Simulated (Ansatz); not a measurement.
# F2H3OSi2: the cost of one run

The runs use Ansatz 0.2.0, Gaussian basis; the settings change from run to run.

## (1) The geometry

The geometry comes from an earlier relaxation with PBE0-D4 in a triple-zeta def2 set; it is a stationary point, not always the lowest conformer.

SMILES `F[Si](F)O[SiH3]`, 8 atoms, charge 0, spin multiplicity 2.

Atoms are counted from 1 here; the program's logs count them from 0.

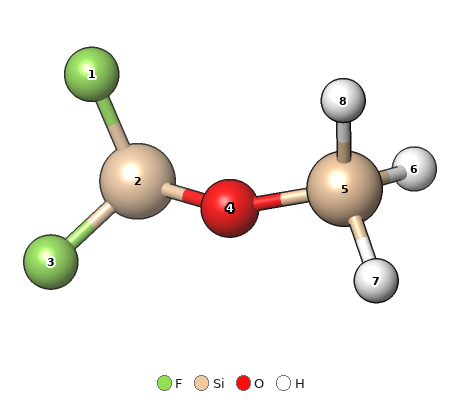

The geometry (fluorine green, silicon light orange, oxygen red, hydrogen white); atoms are numbered from 1 in the order of the file.

## (2) B2GP-PLYP/cc-pVTZ

Options: coordinates scaled by 0.96, high accuracy.

File in.yaml:

```yaml
crystal:
  periodic: [false, false, false]
  atoms:
    - {symbol: F, position_ang: [0.231103, -2.023926, 1.462155]}
    - {symbol: Si, position_ang: [-0.423603, -1.676937, 0.127701]}
    - {symbol: F, position_ang: [0.101336, -2.680136, -0.891303]}
    - {symbol: O, position_ang: [0.014569, -0.265621, -0.316157]}
    - {symbol: Si, position_ang: [0.035907, 1.305514, -0.142439]}
    - {symbol: H, position_ang: [-1.273796, 1.764282, 0.179116]}
    - {symbol: H, position_ang: [0.463923, 1.871134, -1.374194]}
    - {symbol: H, position_ang: [0.938976, 1.651065, 0.901648]}
basis:
  gaussian: {orbitals: cc-pVTZ}
magnetization: {spin_polarized: true, initial_magnetization: 1}
hamiltonian: {xc: {name: B2GP-PLYP}}
accuracy: high
output: {forces: true}
```

Launch:

```
ansatz run in.yaml --threads 4 --pin off --events-out ev --progress --plain --max-ram 10444MiB
```

What time and memory should one allow on 4 threads of Arm Neoverse V2, shared host?

About 48 s, with a peak of 1.6 GiB.
